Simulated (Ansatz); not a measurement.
```
CELL_PARAMETERS angstrom
6.02484 0.00000 0.00000
0.00000 6.02484 0.00000
0.00000 0.00000 7.83081
ATOMIC_POSITIONS crystal
Sr 0.50000 0.00000 0.25000
Sr 0.00000 0.50000 0.75000
Sr 0.00000 0.50000 0.25000
Sr 0.50000 0.00000 0.75000
Os 0.00000 0.00000 0.00000
Os 0.50000 0.50000 0.50000
Au 0.00000 0.00000 0.66853
Au 0.50000 0.50000 0.16853
Au 0.00000 0.00000 0.33147
Au 0.50000 0.50000 0.83147
```

Space group I4/mmm; started from the ThCr2Si2_139 prototype, which need not be the ambient phase; computed without spin polarisation.

Computed with DFT PBE, scalar-relativistic, plane waves, PAW (Ansatz 0.2.0).

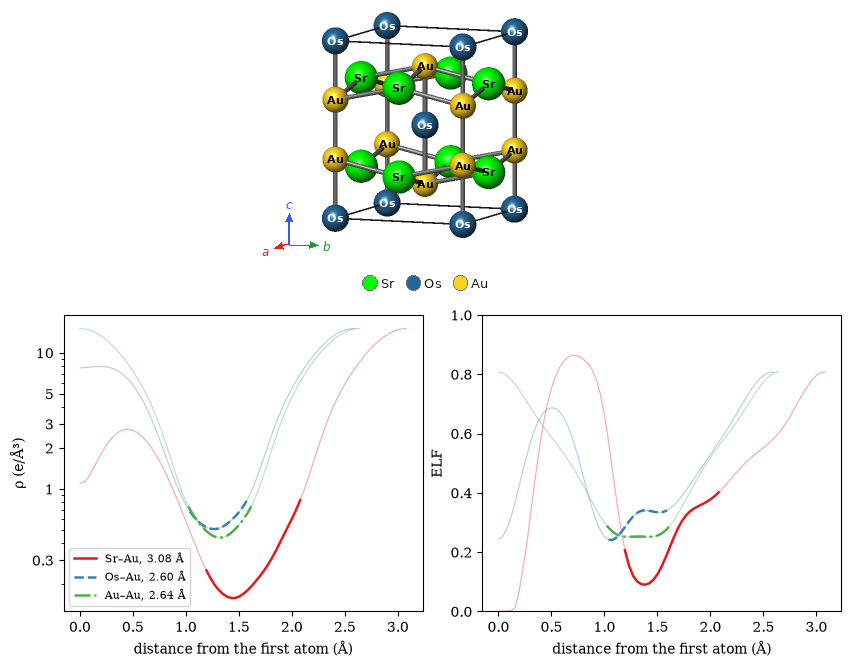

Sr2OsAu2. Valence pseudo-density and electron localisation function along straight lines between neighbouring atoms. Thin, pale parts lie inside the atomic spheres. The structure is drawn too.

Core electrons are frozen (PAW), and the valence fields are smoothed inside the atomic spheres.

Q: Compare the contacts.

A: Sr–Au (3.08 Å): the density is about 0.17 e/Å³ at the midpoint; the ELF is about 0.15 at the midpoint; no shared electron pair shows on this line.
Os–Au (2.60 Å): ρ is about 0.51 e/Å³ halfway; the ELF is about 0.35 at the midpoint.
Au–Au (2.64 Å): the density is about 0.44 e/Å³ at the midpoint; the ELF is about 0.25 at the midpoint; no localised pair shows between them.
